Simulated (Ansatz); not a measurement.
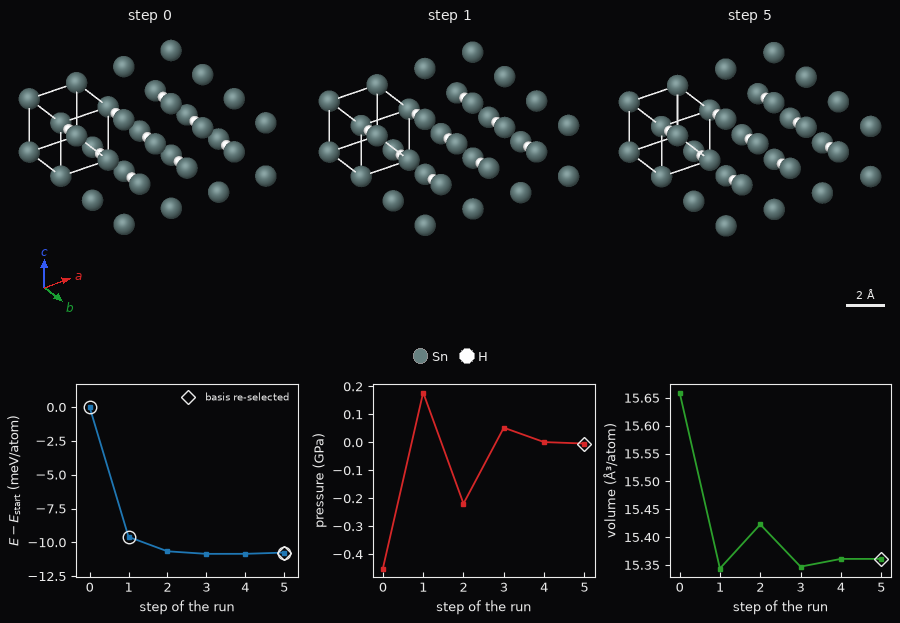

Frames of a relaxation of solid SnH (a generated structure, set up in P4/mmm), marked on the history of the run. A ball-and-stick model of the cell of the calculation, repeated 3 × 3 × 1 with one cell outlined, seen from a free direction.

Computed with DFT PBE, scalar-relativistic, plane waves, PAW (Ansatz). Settings: plane-wave cutoff 420 eV; k-point mesh 18 × 18 × 16; occupations gaussian; smearing width 0.1 eV; no spin polarisation; cell and atoms relaxed; force threshold 0.01 eV/Å; at most 80 steps.

Describe the path.

Answer. No atom moves by more than 0.005 Å relative to the cell. The drawn cell changes as follows: a = b 3.065 → 3.127 Å (+2.0 %), c 3.334 → 3.141 Å (−5.8 %); the volume changes by −1.9 %. The space group stays P4/mmm (No. 123). After 4 accepted moves (5 points after the start) the energy has fallen by 10.8 meV per atom. All forces vanish by symmetry, so only the cell relaxes. The pressure goes from −0.45 to 0.00 GPa. At 1 point the geometry stayed and the basis and grid were re-selected for the new cell (energy shift of 0.1 meV per atom at most each time). From step 0 to 1: volume −2.0 %, energy −9.6 meV per atom. From step 1 to 5: volume +0.1 %, energy −1.2 meV per atom.

| step | E − E(0), meV/atom | pressure, GPa | volume, Å³/atom | note |
| --- | --- | --- | --- | --- |
| 0 | 0.00 | -0.45 | 15.660 |  |
| 1 | -9.59 | 0.18 | 15.344 |  |
| 2 | -10.66 | -0.22 | 15.423 |  |
| 3 | -10.84 | 0.05 | 15.347 |  |
| 4 | -10.84 | 0.00 | 15.361 |  |
| 5 | -10.75 | 0.00 | 15.361 | same geometry, new basis |
